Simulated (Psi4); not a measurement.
# wB97M-V/def2-SVPD (core potential) run of InH3Cl− ([InClH3]-)

Aim: the energy change on altering one bond length of InH3Cl− ([InClH3]-) at wB97M-V/def2-SVPD (core potential), from 2 runs. 

Program for the calculation: Psi4 1.11.

## (1) The structure to begin with

InH3Cl− has 5 atoms, charge -1, and is taken as a singlet. SMILES: `[H][In-]([H])([H])[Cl]`. Geometry: a GFN2-xTB relaxation, a rough one for these elements and not checked as a minimum.

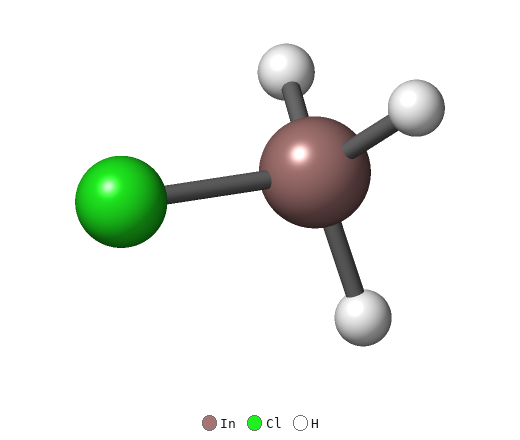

Viewed from a chosen angle; indium brown, chlorine green, hydrogen white.

## (2) The energy at wB97M-V/def2-SVPD (core potential)

File clh3in.py:

```python
import psi4

psi4.set_memory(1600000000)
psi4.set_num_threads(1)
psi4.set_output_file('clh3in.out', False)

molecule = psi4.geometry("""
-1 1
In    -0.002150     0.000620    -0.175700
Cl     0.012800    -0.020350     2.163640
H      1.620790     0.013380    -0.670930
H     -0.818090     1.410990    -0.645940
H     -0.813350    -1.404640    -0.671060
symmetry c1
no_reorient
no_com
""")

options = {'puream': True, 'e_convergence': 1e-09, 'd_convergence': 1e-08, 'scf_type': 'pk', 'dft_radial_points': 99, 'dft_spherical_points': 590}
psi4.set_options(options)

E, wfn = psi4.energy('wb97m-v/def2-SVPD', return_wfn=True)
print(f'wb97m-v/def2-SVPD energy: {E:.10f} Eh')
```

Launch:

```sh
$ python clh3in.py
```

clh3in.out, cut to the lines that bear on the results:

```text
[...]
    !!!  WARNING: ECP capability is in beta. Please check occupations closely.  !!!
[...]
  Running in c1 symmetry.
[...]
  Nuclear repulsion =  109.245162222774425
[...]
  Multiplicity = 1
[...]
  Nalpha       = 21
  Nbeta        = 21
[...]
    Number of basis functions: 83
[...]
   @RKS iter   1:  -651.84763054120469   -1.14951e+00   5.45325e-03 ADIIS/DIIS
[...]
   @RKS iter  10:  -651.98422481783575   -1.59162e-12   4.07607e-09 DIIS
[...]
    Orbital Energies [Eh]
    ---------------------
    Doubly Occupied:
       1A   -101.628551     2A     -9.427709     3A     -7.136091
       4A     -7.132440     5A     -7.132439     6A     -4.615850
       7A     -3.012095     8A     -3.007439     9A     -3.007429
      10A     -0.734095    11A     -0.679265    12A     -0.679223
      13A     -0.671188    14A     -0.671161    15A     -0.662730
      16A     -0.363186    17A     -0.233834    18A     -0.233751
      19A     -0.230950    20A     -0.174775    21A     -0.174438
[...]
  @RKS Final Energy:  -651.98422481783575
   => Energetics <=
    Nuclear Repulsion Energy =            109.2451622227744252
    One-Electron Energy =               -1198.3974904786189200
    Two-Electron Energy =                 471.0614745407348778
    DFT Exchange-Correlation Energy =     -34.0577788533411621
    Empirical Dispersion Energy =           0.0000000000000000
    VV10 Nonlocal Energy =                  0.1644077506148803
    Total Energy =                       -651.9842248178357522
[...]
 Multipole Moments:
 ------------------------------------------------------------------------------------
     Multipole            Electronic (a.u.)      Nuclear  (a.u.)        Total (a.u.)
 ------------------------------------------------------------------------------------
 L = 1.  Multiply by 2.5417464519 to convert [e a0] to [Debye]
 Dipole X            :         -0.3147863            0.3057577           -0.0090286
 Dipole Y            :          0.6009980           -0.5918622            0.0091358
 Dipole Z            :        -59.9071649           58.7785138           -1.1286511
 Magnitude           :                                                    1.1287242
[...]
```

The script printed:

```text
wb97m-v/def2-SVPD energy: -651.9842248178 Eh
```

Wall time 78 s (1 thread of Intel Xeon Platinum 8375C at 2.90GHz (Ice Lake), shared host); peak memory 1.1 GiB.

## (3) The distorted shape at the same level

File input.dat:

```
memory 1600 MB

molecule {
  -1 1
  In    -0.245596    -0.001294    -0.101414
  Cl    -0.230646    -0.022264     2.237926
  H      1.620790     0.013380    -0.670930
  H     -1.061536     1.409076    -0.571654
  H     -1.056796    -1.406554    -0.596774
  symmetry c1
  no_reorient
  no_com
}

set {
  basis def2-SVPD
  reference rks
  puream true
  e_convergence 1e-09
  d_convergence 1e-08
  scf_type pk
  dft_radial_points 99
  dft_spherical_points 590
}

energy('wb97m-v')
print_variables()
```

Launch:

```sh
$ psi4 -i input.dat -o output.dat -n 1
```

output.dat, cut to the lines that bear on the results:

```text
[...]
    !!!  WARNING: ECP capability is in beta. Please check occupations closely.  !!!
[...]
  Running in c1 symmetry.
[...]
  Nuclear repulsion =  108.212854802466197
[...]
  Multiplicity = 1
[...]
  Nalpha       = 21
  Nbeta        = 21
[...]
    Number of basis functions: 83
[...]
   @RKS iter   1:  -651.85021089269367   -1.12703e+00   5.30567e-03 ADIIS/DIIS
[...]
   @RKS iter  10:  -651.98102071562698   -2.31921e-11   7.60524e-09 DIIS
[...]
    Orbital Energies [Eh]
    ---------------------
    Doubly Occupied:
       1A   -101.633849     2A     -9.432955     3A     -7.141390
       4A     -7.137686     5A     -7.137631     6A     -4.623896
       7A     -3.020036     8A     -3.015544     9A     -3.015449
      10A     -0.739829    11A     -0.687147    12A     -0.683553
      13A     -0.678777    14A     -0.678552    15A     -0.668687
      16A     -0.359868    17A     -0.238751    18A     -0.237278
      19A     -0.231915    20A     -0.180528    21A     -0.168162
[...]
  @RKS Final Energy:  -651.98102071562698
   => Energetics <=
    Nuclear Repulsion Energy =            108.2128548024661967
    One-Electron Energy =               -1196.1361730820635785
    Two-Electron Energy =                 469.8083970205658488
    DFT Exchange-Correlation Energy =     -34.0306966824075232
    Empirical Dispersion Energy =           0.0000000000000000
    VV10 Nonlocal Energy =                  0.1645972258121960
    Total Energy =                       -651.9810207156269826
[...]
 Multipole Moments:
 ------------------------------------------------------------------------------------
     Multipole            Electronic (a.u.)      Nuclear  (a.u.)        Total (a.u.)
 ------------------------------------------------------------------------------------
 L = 1.  Multiply by 2.5417464519 to convert [e a0] to [Debye]
 Dipole X            :         18.1995807          -18.0960930            0.1034877
 Dipole Y            :          0.7466772           -0.7365397            0.0101375
 Dipole Z            :        -65.5327222           64.3937216           -1.1390006
 Magnitude           :                                                    1.1437372
[...]
```

It took 67 s on 1 thread of Intel Xeon Platinum 8375C at 2.90GHz (Ice Lake), shared host; peak memory 1.1 GiB.

## (4) Results

At wB97M-V/def2-SVPD (core potential):

| quantity | value |
| --- | --- |
| first shape: total energy | -651.98422 Eh |
| first shape: HOMO energy | -4.75 eV |
| first shape: LUMO energy | 4.12 eV |
| first shape: HOMO–LUMO gap (to an unbound level, set by the basis) | 8.86 eV |
| distorted shape: total energy | -651.98102 Eh |
| distorted shape: HOMO energy | -4.58 eV |
| distorted shape: LUMO energy | 4.12 eV |
| distorted shape: HOMO–LUMO gap (to an unbound level, set by the basis) | 8.70 eV |
| energy change with the In1–H3 bond stretched from 1.697 to 1.951 Å | 0.087 eV |

What this shows: With the In1–H3 bond stretched from 1.697 to 1.951 Å the energy rises by 0.09 eV (2.0 kcal/mol). The first shape isn't relaxed at this level, so the change isn't measured from a minimum.
